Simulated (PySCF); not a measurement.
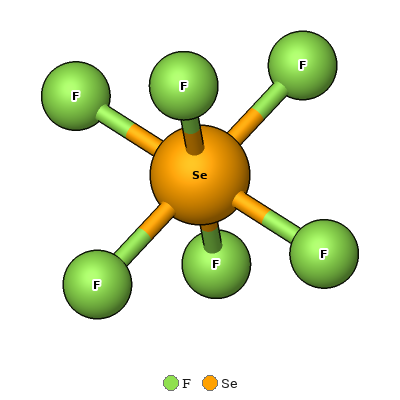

Structure of SeF₆, SMILES F[Se](F)(F)(F)(F)F.

Vertical TDHF excitations, HF/def2-SVPD with PySCF 2.14.0, at a PBE0-D3(BJ)/def2-SVP geometry (no frequency check), gas phase.

What does its absorption spectrum look like?

The lowest singlet lies at 9.93 eV (125 nm, f = 0.000); the brightest of the first 10 is S7/S8/S9 at 10.99 eV (113 nm), f = 0.431, mainly HOMO−5/HOMO−6/HOMO−7 → LUMO. No singlet lies below 3.1 eV (beyond 400 nm), so at this level no vertical transition falls in the visible.


| state | E (eV) | λ (nm) | f | main character |
| --- | --- | --- | --- | --- |
| S1/S2/S3 | 9.93 | 125 | 0.000 | HOMO/HOMO−1/HOMO−2 → LUMO |
| S4/S5/S6 | 10.71 | 116 | 0.000 | HOMO−8/HOMO−9/HOMO−10 → LUMO |
| S7/S8/S9 | 10.99 | 113 | 0.431 | HOMO−5/HOMO−6/HOMO−7 → LUMO |
| S10 | 12.17 | 102 | 0.000 | HOMO−11 → LUMO (64 %) |

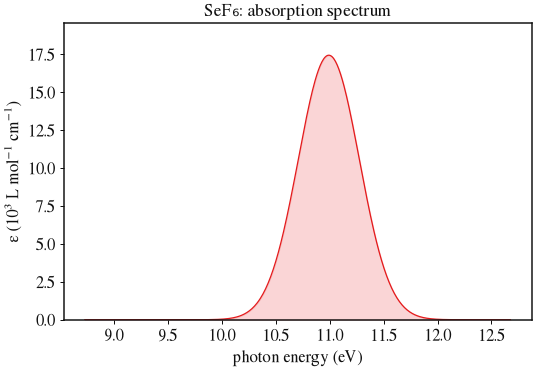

Only the first 10 singlet excitations are included; each is broadened by a Gaussian of 1/e half-width 0.40 eV. States within 0.01 eV of each other are merged, with their strengths summed. The highest state may be half of a pair whose partner wasn't computed.

Known limits of this run: spin-orbit coupling is left out, and with Se it can shift these levels and split any degenerate set; core orbitals are frozen in the response.
